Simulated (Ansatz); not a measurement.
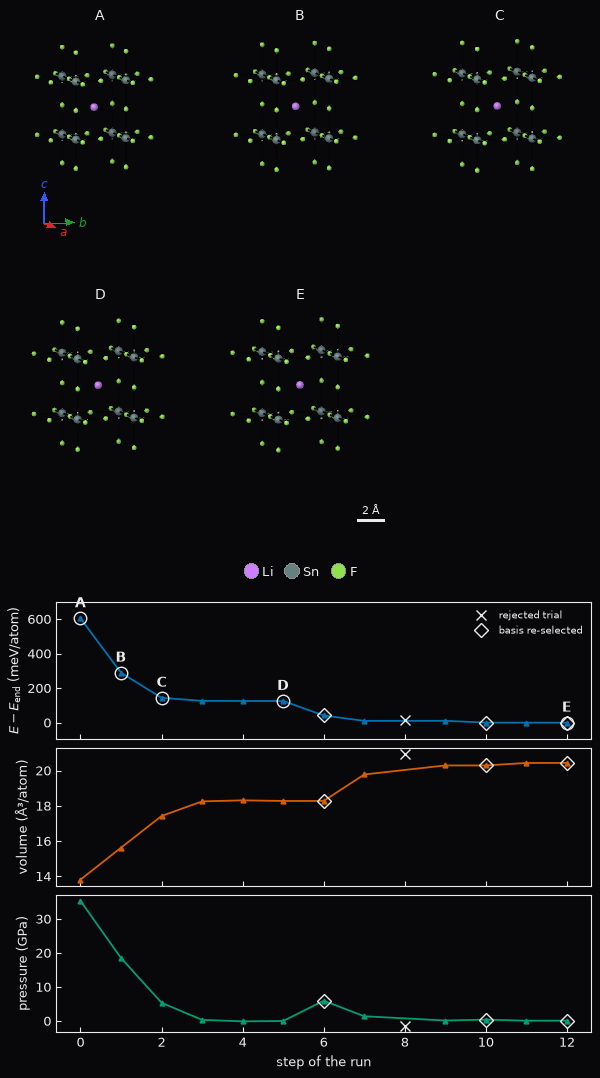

Frames of a relaxation of crystalline LiSnF3 (a generated structure, set up in P4/mmm) (coarse preliminary run), marked on the history of the run. A ball-and-stick model of the cell of the calculation, seen slightly off an axis.

All numbers below come from DFT PBE, scalar-relativistic, plane waves, PAW in Ansatz 0.2.0.

The input:
```yaml
crystal:
  lattice:
    - [3.94640871, 0.0, 0.0]
    - [0.0, 3.94640871, 0.0]
    - [0.0, 0.0, 4.43520379]
  atoms:
    - { symbol: Li, position: [0.5, 0.5, 0.5] }
    - { symbol: Sn, position: [0.0, 0.0, 0.0] }
    - { symbol: F, position: [0.0, 0.0, 0.5] }
    - { symbol: F, position: [0.0, 0.5, 0.0] }
    - { symbol: F, position: [0.5, 0.0, 0.0] }
basis:
  ecutwfc: 420
kpoints:
  mp_grid: { grid: [4, 4, 4] }
hamiltonian:
  xc: pbe
scf:
  occupations: { method: gaussian, width: 0.1 }
  lower_state_search: "off"
output:
  forces: true
  stress: true
  eigenvalues: true
relax:
  adjacent_minimum: "off"
  f_tol: 0.04
  max_steps: 70
  cell: { stress_tol: 0.4 }
```

Launched with:
```bash
ansatz run input.yaml --threads 1 --pin off --max-ram 2048MiB --backend cpu --events-out ev --progress --plain --runs-dir out
```

### What happens along the run?

No atom moves by more than 0.005 Å relative to the cell. The volume changes by +47.9 %, with a = b 3.946 → 4.672 Å (+18.4 %), c 4.435 → 4.682 Å (+5.6 %). Among the contacts that change: Sn2–F4 1.973 → 2.336 Å, Sn2–F3 2.218 → 2.341 Å. The space group (tolerance 0.01 Å) goes from P4/mmm (No. 123) to Pm-3m (No. 221). Over 8 accepted moves (12 points after the start) the energy falls by 604 meV per atom. All forces vanish by symmetry, so only the cell relaxes. Pressure: 35.31 GPa at the start and 0.09 GPa at the end. The line search rejected the trial step at point 8 of the run. The SCF was repeated 3 times at an unchanged geometry on a basis and grid sized afresh for the cell, which shifted the energy by 83.5 meV per atom at most. From step 0 to 1: volume +13.1 %, energy −315 meV per atom. From step 1 to 2: volume +11.5 %, energy −145 meV per atom. From step 2 to 5: volume +4.9 %, energy −18.6 meV per atom. From step 5 to 12: volume +11.8 %, energy −126 meV per atom.
